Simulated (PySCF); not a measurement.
**Ge₃⁺: structure of the quartet**

The task is one start of a wider search on Ge₃⁺: the quartet, from a linear chain start. It is relaxed, tested by its Hessian and followed downhill if it is a saddle.

The runs use PySCF 2.14.0; PBE0, basis Ge def2-TZVP, no relativity, density fitting.

**1. Where the work starts**

3 atoms, charge 1, spin multiplicity 4.

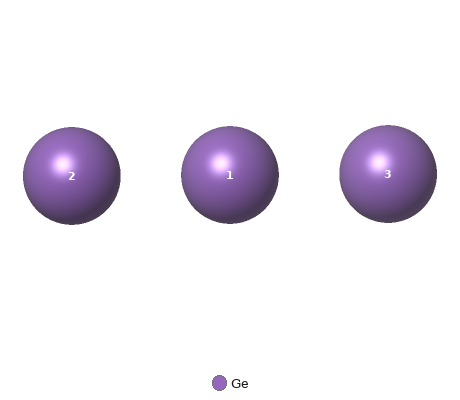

As it starts; germanium purple; atoms are numbered from 1 in the order of the file.

```xyz
3
charge 1 multiplicity 4
Ge    0.0000    0.0000    0.0000
Ge    0.0000    0.0000    2.2990
Ge    0.0000    0.0000   -2.2990
```

**2. The SCF at the typed geometry**

One driver script runs all steps and calls PySCF; scf.py shows how it sets up the SCF of each step. The optimiser is the driver's own. After this first run the driver tries any further starts and a stability analysis.

scf.py

```python
from pyscf import gto, scf, dft
mol = gto.M(atom='''
Ge     0.000000     0.000000     0.000000
Ge     0.000000     0.000000     2.299000
Ge     0.000000     0.000000    -2.299000''',
    basis={'Ge': 'def2-TZVP'},
    charge=1, spin=3)
mf = dft.UKS(mol, xc='PBE0')
mf.grids.atom_grid = (50, 194)
aux = {'Ge': 'def2-universal-JKFIT'}
mf = mf.density_fit(auxbasis=aux)
mf.conv_tol = 1e-08
mf.diis_space = 10
mf.max_cycle = 60
mf.init_guess = 'minao'
mf.verbose = 4
mf.kernel()
```

Command:

```
OMP_NUM_THREADS=4 python axn.py task.json out
```

Further steps of the session: Relaxation: linear chain start, quartet; Hessian and properties.

Before running it: what results should come out? Wanted: minimum; geometry; wavenumbers; dipole moment; highest occupied, lowest empty level; polar-tensor charge of Ge1; zero-point energy; ⟨S²⟩.

The runs gave:

| quantity | value |
| --- | --- |
| minimum | quartet, D∞h |
| geometry | Ge–Ge 2.461 Å (×2); Ge–Ge–Ge 180.0° |
| wavenumbers (cm⁻¹) | 35, 51, 180, 223 |
| dipole moment (centre of mass) | 0.00 D |
| highest occupied, lowest empty level (either spin) | -10.16, -8.87 eV |
| polar-tensor charge of Ge1 | -0.02 e |
| zero-point energy | 2.9 kJ/mol |
| entropy at 298.15 K | 328.7 J/(mol K) |
| ⟨S²⟩ | 3.759 |

In words: The linear chain start keeps its D∞h symmetry and ends in a minimum. The strongest infrared band lies at 223 cm⁻¹ (stretch). Only this shape and spin were tried, so other structures or states may lie lower. The SCF density has lower symmetry than the nuclear frame.
